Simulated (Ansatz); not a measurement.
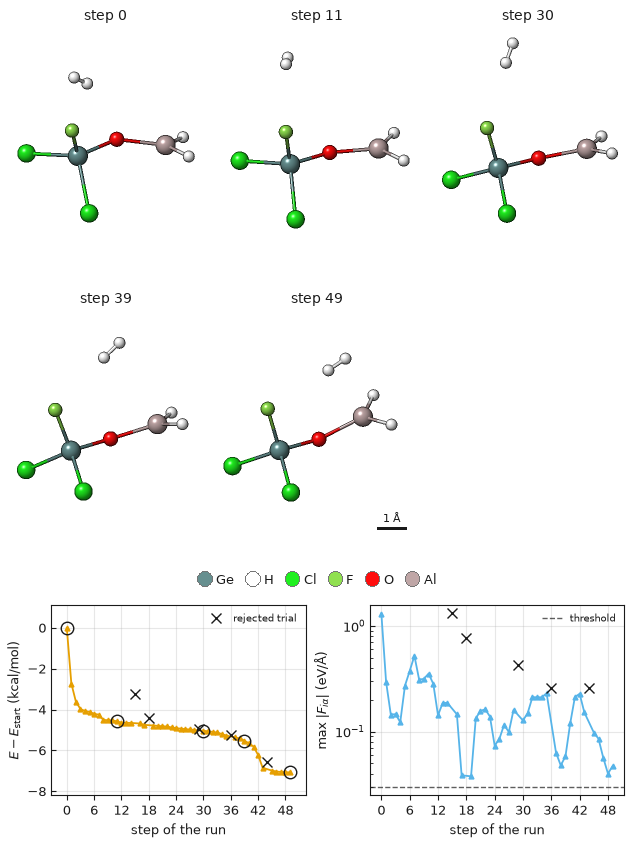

Frames of a relaxation of AlGeH4OCl2F, marked on the history of the run. A ball-and-stick model, seen at a tilt.

The run prepares an end point of a later path (reaction) calculation, from a guessed geometry.

Method: RKS PBE0/def2-SVP in Ansatz 0.2.0.

Input file:
```yaml
crystal:
  periodic: [false, false, false]
  atoms:
    - { symbol: Ge, position_ang: [0.482242, 0.376319, -0.248463] }
    - { symbol: H, position_ang: [-0.988313, 0.212634, 2.07848] }
    - { symbol: Cl, position_ang: [1.860821, 0.065584, -1.847805] }
    - { symbol: Cl, position_ang: [-1.224715, 1.406664, -0.9531] }
    - { symbol: F, position_ang: [0.004909, -1.190974, 0.271732] }
    - { symbol: O, position_ang: [1.298196, 1.254828, 1.022649] }
    - { symbol: Al, position_ang: [2.869205, 1.475535, 1.710842] }
    - { symbol: H, position_ang: [3.88597, 0.267388, 1.637284] }
    - { symbol: H, position_ang: [3.132055, 2.873211, 2.394272] }
    - { symbol: H, position_ang: [-0.53397, 0.760812, 2.17311] }
basis:
  gaussian: { orbitals: def2-SVP }
hamiltonian:
  xc: pbe0
relax:
  f_tol: 0.03
  max_steps: 50
```

Launched with:
```bash
ansatz run input.yaml --threads 4 --pin off --max-ram 5120MiB --backend cpu --events-out ev --progress --plain --runs-dir out
```

Q: What happens along the run?

A: The relaxation stopped without meeting its thresholds, so the last structure isn't shown to be converged. It used up its limit of 50 steps. After 44 accepted moves (49 points after the start) the energy has fallen by 7.07 kcal/mol. Largest force component: 1.3 eV/Å at the start, 0.047 eV/Å at the end. The line search rejected the trial steps at points 15, 18, 29, 36, 44 of the run. The atom that moves furthest after the best rigid fit is H10 (1.74 Å). Largest moves by element: H 1.74 Å, Cl 1.08 Å, F 0.93 Å, O 0.69 Å, Al 0.63 Å, Ge 0.53 Å. Some distances before and after: H2–Al7 4.076 → 2.301 Å, Al7–H10 3.508 → 2.285 Å, H2–H10 0.718 → 0.768 Å, Ge1–O6 1.747 → 1.712 Å. Bond angles that change, for instance: F5–Ge1–O6 111.6° → 106.1°, Ge1–O6–Al7 141.1° → 145.9°, Cl3–Ge1–O6 108.5° → 112.8°. Groups turn about O6–Al7 by about 70°, Ge1–O6 by about 45°. From step 0 to 11: H10 moves most (0.99 Å), energy −4.58 kcal/mol. From step 11 to 30: H10 moves most (0.92 Å), energy −0.46 kcal/mol. From step 30 to 39: H10 moves most (1.02 Å), energy −0.48 kcal/mol. From step 39 to 49: H10 moves most (0.78 Å), energy −1.55 kcal/mol.

```csv
step,"E − E(0), kcal/mol","largest force component, eV/Å",note
0,0.00,1.3123,
1,-2.72,0.2964,
2,-3.61,0.1450,
3,-3.97,0.1463,
4,-4.07,0.1229,
5,-4.12,0.2723,
6,-4.21,0.3749,
7,-4.25,0.5224,
8,-4.50,0.3111,
9,-4.52,0.3157,
10,-4.52,0.3543,
12,-4.64,0.1428,
14,-4.65,0.1866,
16,-4.68,0.1457,
18,-4.43,0.7725,rejected
20,-4.80,0.1334,
22,-4.83,0.1626,
24,-4.90,0.0737,
26,-4.96,0.1162,
28,-5.00,0.1604,
31,-5.06,0.1501,
33,-5.12,0.2116,
35,-5.27,0.2312,
37,-5.36,0.0630,
39,-5.52,0.0584,
41,-5.81,0.2129,
43,-6.85,0.1518,
45,-6.98,0.0981,
47,-7.05,0.0566,
49,-7.07,0.0473,
```

Limits of the set-up: the start holds two separate molecules, 2.2 Å apart at their closest, whose relative position is a soft coordinate and is computed without a dispersion correction.
